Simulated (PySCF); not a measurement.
# RuOH4: relaxation and vibrations of the singlet, part 2 of 2

PySCF 2.14.0; PBE0, basis Ru def2-TZVP with ECP28, O def2-TZVP, H def2-TZVP, scalar-relativistic core potentials, no spin–orbit coupling, density fitting.

### 6 Following the imaginary mode

The start is the last point, displaced along its most imaginary mode.

The program finds C1 symmetry in the start. The walk stops when the largest gradient is under 0.0003 Eh/bohr and the energy has settled too.

Input file scf.py:

```python
from pyscf import gto, scf, dft
mol = gto.M(atom='''
Ru     0.088889     0.004882     0.170022
O     -0.537715    -0.016109    -1.399736
H      0.425875    -0.120000     1.936998
H      1.224670    -0.112241     1.594731
H     -1.052879     0.859717     0.760903
H     -1.051561    -0.865488     0.730703''',
    basis={'Ru': 'def2-TZVP', 'O': 'def2-TZVP', 'H': 'def2-TZVP'},
    ecp={'Ru': 'def2-TZVP'},
    charge=0, spin=0)
mf = dft.RKS(mol, xc='PBE0')
mf.grids.atom_grid = (50, 194)
aux = {'Ru': 'def2-universal-JKFIT', 'O': 'def2-universal-JKFIT', 'H': 'def2-universal-JKFIT'}
mf = mf.density_fit(auxbasis=aux)
mf.conv_tol = 1e-08
mf.diis_space = 10
mf.max_cycle = 60
mf.verbose = 4
mf.kernel()
```

Energy and gradient, step by step (not every step is listed):

```
step  energy (Eh)  change (kJ/mol)  largest gradient (Eh/bohr)
   0  -172.356125             0.00                     0.00225
   1  -172.356251            -0.33                     0.00266
   2  -172.356454            -0.87                     0.00313
   3  -172.356765            -1.68                     0.00346
   4  -172.357189            -2.79                     0.00334
   5  -172.357679            -4.08                     0.00392
   6  -172.358610            -6.53                     0.01308
   7  -172.358817            -7.07                     0.00617
   8  -172.359151            -7.94                     0.01391
   9  -172.359775            -9.58                     0.01669
  10  -172.360888           -12.51                     0.01276
  12  -172.361733           -14.73                     0.00467
  14  -172.362871           -17.71                     0.00846
  16  -172.370515           -37.78                     0.04649
  18  -172.387730           -82.98                     0.03059
  20  -172.399447          -113.74                     0.01381
  22  -172.401131          -118.16                     0.02755
  24  -172.404828          -127.87                     0.00854
  26  -172.407003          -133.58                     0.00343
  28  -172.407283          -134.32                     0.00305
  29  -172.407320          -134.41                     0.00120
  30  -172.407332          -134.44                     0.00180
  31  -172.407345          -134.48                     0.00125
  32  -172.407350          -134.49                     0.00025
  33  -172.407350          -134.49                     0.00011
```

The walk ran for 42 s (4 threads of Arm Neoverse V1, shared host).

Geometry (Å) and forces (eV/Å) at some steps:

```
step 0
Ru   0.089   0.005   0.170  -0.009   0.116   0.038
O   -0.538  -0.016  -1.400   0.019  -0.063   0.024
H    0.426  -0.120   1.937   0.011  -0.024  -0.044
H    1.225  -0.112   1.595  -0.026  -0.027  -0.017
H   -1.053   0.860   0.761   0.001  -0.001   0.003
H   -1.052  -0.865   0.731   0.005  -0.001  -0.004
step 1
Ru   0.088   0.020   0.171   0.011   0.137   0.050
O   -0.535  -0.028  -1.399   0.006  -0.081   0.005
H    0.427  -0.126   1.935  -0.021  -0.037  -0.023
H    1.224  -0.118   1.593   0.000  -0.033  -0.033
H   -1.060   0.864   0.764  -0.011   0.008   0.006
H   -1.046  -0.861   0.729   0.015   0.006  -0.005
step 17
Ru   0.022   0.049   0.383  -1.853   0.776   2.292
O   -0.239  -0.201  -1.202   1.065  -0.581  -0.991
H    0.211  -0.923   1.665   0.364  -0.244  -0.515
H    1.493   0.357   1.252  -1.151  -0.234  -0.980
H   -1.160   1.132   0.608   0.834  -0.079   0.188
H   -1.230  -0.663   1.088   0.741   0.361   0.006
step 33
Ru  -0.129  -0.089   0.400  -0.005   0.000   0.003
O    0.014  -0.408  -1.180   0.001   0.004   0.000
H    0.383  -1.161   1.442   0.001   0.000   0.004
H    1.054   0.654   1.138  -0.001   0.002  -0.002
H   -0.777   1.283   0.845   0.002  -0.004  -0.001
H   -1.448  -0.529   1.150   0.002  -0.002  -0.003
```

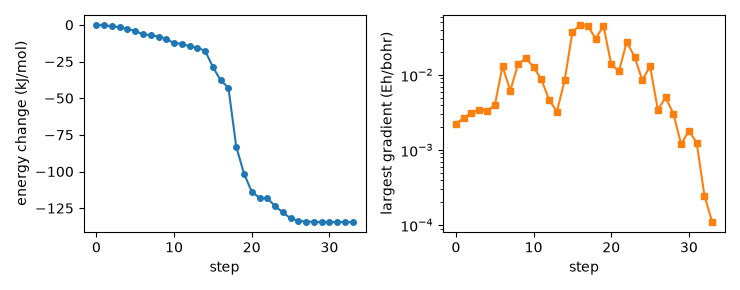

Energy and largest gradient along the walk.

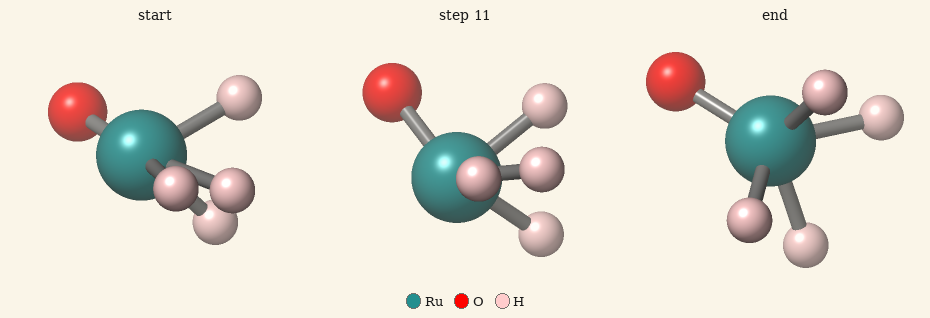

Start and end of the relaxation, with a step between.

It settles in C4v symmetry, 134.5 kJ/mol below the start, after 33 steps: Ru–H 1.580 Å (×4), Ru–O 1.618 Å; H–Ru–H 76.6° (×4), H–Ru–H 122.4° (×2), H–Ru–O 118.8° (×4).

### 7 Frequencies

The same treatment as at the point before.

Edit scf.py of step 6 so:

```diff
@@ -3,6 +3,6 @@
-Ru     0.088889     0.004882     0.170022
-O     -0.537715    -0.016109    -1.399736
-H      0.425875    -0.120000     1.936998
-H      1.224670    -0.112241     1.594731
-H     -1.052879     0.859717     0.760903
-H     -1.051561    -0.865488     0.730703''',
+Ru    -0.016595     0.036872     0.182698
+O      0.126941    -0.282046    -1.397521
+H      0.495246    -1.034461     1.225760
+H      1.167390     0.779262     0.920769
+H     -0.663581     1.408478     0.627469
+H     -1.335725    -0.405246     0.932460''',
@@ -13 +13 @@
-mf.grids.atom_grid = (50, 194)
+mf.grids.atom_grid = (75, 302)
@@ -16 +16 @@
-mf.conv_tol = 1e-08
+mf.conv_tol = 1e-10
```

Log of the central SCF (cycles and frontier levels):

```text
init E= -172.407346157774
  HOMO = -0.318915491857418  LUMO = -0.113175168866395  gap/eV = 5.59848
cycle= 1 E= -172.407346157773  delta_E= 2.27e-13  |g|= 1.18e-06  |ddm|= 7.91e-07
  HOMO = -0.318915649146231  LUMO = -0.113175150503071  gap/eV = 5.59848
Extra cycle  E= -172.40734615777  delta_E= 3.13e-12  |g|= 4.07e-06  |ddm|= 2.14e-06
converged SCF energy = -172.40734615777
```

The whole step took 21 s.

Geometry: C4v; Ru–H 1.580 Å (×4), Ru–O 1.618 Å; H–Ru–H 76.6° (×4), H–Ru–H 122.4° (×2), H–Ru–O 118.8° (×4).

Harmonic modes (main isotopes):

```
symmetry  ω (cm⁻¹)  IR (km/mol)
       e       520          113
       e       675          3.2
      a1       845          8.0
      b2       865          0.0
      b1      1019          0.0
      a1      1112          138
      b1      2125          0.0
       e      2168         58.7
      a1      2173         44.4
```

No imaginary mode, so this is a minimum.

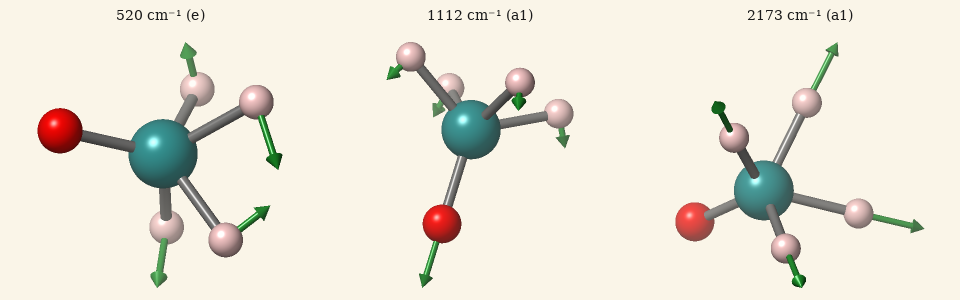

How the atoms move in 3 of the modes.

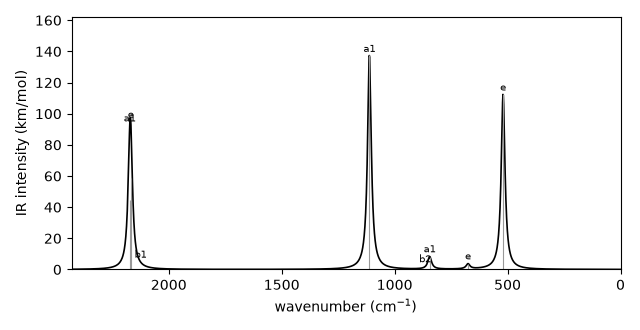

The harmonic infrared spectrum (widths in cm⁻¹). Lines are broadened to a width of 20 cm⁻¹ (Lorentzian).

Constants and moments:

```yaml
Dipole_moment: 1.16 D
Highest_occupied_level: -8.68 eV
Lowest_empty_level: -3.08 eV
Rotational_constants: 2.181, 0.3846, 0.3846 cm⁻¹
Zero-point_energy: 88.9 kJ/mol
Principal_polarisabilities: 37.6, 37.6, 47.1 bohr³
Atomisation_energy_without_zero-point_energy: 1549 kJ/mol
Principal_traceless_quadrupole_moments_about_the_centre_of_mass: -1.62, 0.81, 0.81 D Å
Entropy_at_298.15_K_and_1_bar: 255.6 J/(mol K)
Heat_capacity_Cp_at_298.15_K: 58.2 J/(mol K)
Enthalpy_at_298.15_K_above_0_K: 12.16 kJ/mol
Rotational_symmetry_number: 4
```

Charges (e) and bond orders:

| atom | Mulliken | Löwdin | polar tensor | Mayer order to Ru1 |
| --- | --- | --- | --- | --- |
| Ru1 | 0.23 | 0.03 | 0.55 | – |
| O2 | -0.54 | -0.21 | -0.52 | 1.85 |
| H3,4,5,6 | 0.08 | 0.05 | -0.01 | 0.89 |

Outer orbital energies (eV). occupied: -12.92, -12.92, -12.87, -11.60, -11.14, -9.37, -9.37, -8.68; empty: -3.08, -2.10, -2.10, 0.70.

Mulliken populations on Ru1 (outside its core potential): s 2.62, p 6.66, d 6.46, f 0.02.

### 8 Would spin polarisation lower it?

At the lowest minimum the closed shell is tested against spin polarisation, on the (50, 194) grid. It is stable.

### 9 All stationary points

| spin | group | bonds | imaginary modes (cm⁻¹) | ΔE (kJ/mol) | with zero-point energy |
| --- | --- | --- | --- | --- | --- |
| singlet | C4v | Ru–H 1.580 Å (×4), Ru–O 1.618 Å | none | 0.0 | 0.0 |
| singlet | Cs | H–H 0.869 Å, Ru–H 1.542 Å (×2), Ru–H 1.799 Å, Ru–H 1.822 Å, Ru–O 1.690 Å | 269i | 134.9 | – |

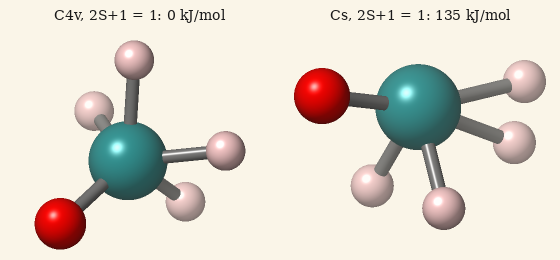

The points, lowest first (ruthenium teal, oxygen red, hydrogen pink).

### 10 What came out

What follows sums up all 2 parts.

```
                                 quantity                                                                                       value
                                  minimum                                                                                singlet, C4v
                                 geometry  Ru–H 1.580 Å (×4), Ru–O 1.618 Å; H–Ru–H 76.6° (×4), H–Ru–H 122.4° (×2), H–Ru–O 118.8° (×4)
                       wavenumbers (cm⁻¹)  520 (e), 675 (e), 845 (a1), 865 (b2), 1019 (b1), 1112 (a1), 2125 (b1), 2168 (e), 2173 (a1)
                            dipole moment                                                                                      1.16 D
     highest occupied, lowest empty level                                                                             -8.68, -3.08 eV
               polar-tensor charge of Ru1                                                                                     +0.55 e
                        zero-point energy                                                                                 88.9 kJ/mol
                      entropy at 298.15 K                                                                             255.6 J/(mol K)
atomisation energy (no zero-point energy)                                                                                 1549 kJ/mol
```

The trigonal bipyramidal (ligand arrangement 2) start (C3v) ends in a minimum of C4v symmetry, after a stop at a saddle point 134.9 kJ/mol higher, from which it was pushed off along an imaginary mode. The strongest infrared band lies at 1112 cm⁻¹ (a1, mixed). Only this shape and spin were tried, so other structures or states may lie lower.

The search up to here ran for 2.5 min (4 threads of Arm Neoverse V1, shared host).
